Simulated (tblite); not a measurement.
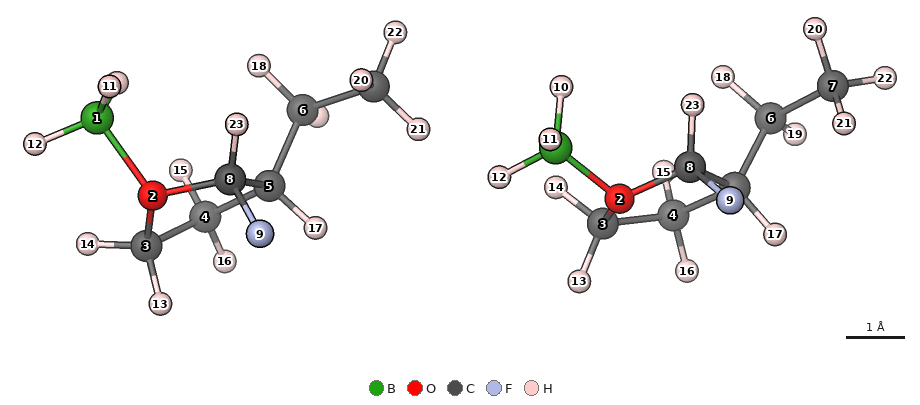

Two geometries of C6H14BFO, drawn at one scale. One is the start of a relaxation, the other its converged end. A ball-and-stick model, seen from a free direction.

Computed with tblite 0.8.0, GFN2-xTB geometry optimisation, gas phase. 

Which geometry has the lower energy?

Answer. The left one is the relaxed one. Over 167 geometry steps the energy falls by 115.8 kJ/mol. The atom that moves furthest after the best rigid fit is H20 (1.19 Å). By element the largest moves are H 1.19 Å, B 0.68 Å, F 0.62 Å, C 0.43 Å, O 0.13 Å. Near-neighbour distances that change, for instance: B1–O2 1.473 → 1.673 Å, C4–C5 1.497 → 1.539 Å, O2–C8 1.353 → 1.394 Å, C3–C4 1.488 → 1.526 Å. Bond angles that change, for instance: B1–O2–C3 104.7° → 114.7°, O2–B1–H11 112.0° → 103.3°, H10–B1–H12 106.4° → 114.2°. Groups turn about C6–C7 by about 55°, O2–C3 by about 50°, O2–C8 by about 40°.
